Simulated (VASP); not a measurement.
Band structure of CdTe (zinc blende). All values below come from SCAN meta-GGA, VASP's PBE PAW potentials (set 64) (plane waves; VASP).

Unless said otherwise, spin-orbit coupling is left out, though it shifts the bands of the heavy elements here.

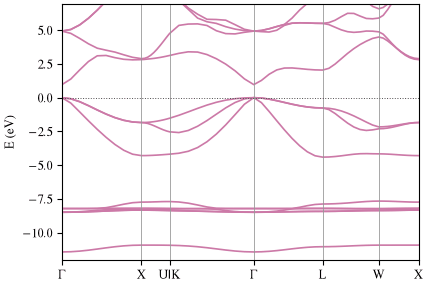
Figure: Bands along high-symmetry lines, zero at the valence-band maximum or, without a gap, the Fermi level

Problem. Read the plot: is there a gap, and where are the band edges?

Solution. The gap is direct, 0.97 eV, from the valence maximum at Γ to the conduction minimum at Γ.

Measured: gap 1.63 eV (computed value off by -0.66 eV), as given by Anna Miglio et al., npj Computational Materials (2020), arXiv:2011.12765 [zero-point renormalisation of 16 meV (experimental, the table's column) added back].

The compound is CdTe in the zinc blende structure. It was relaxed first.
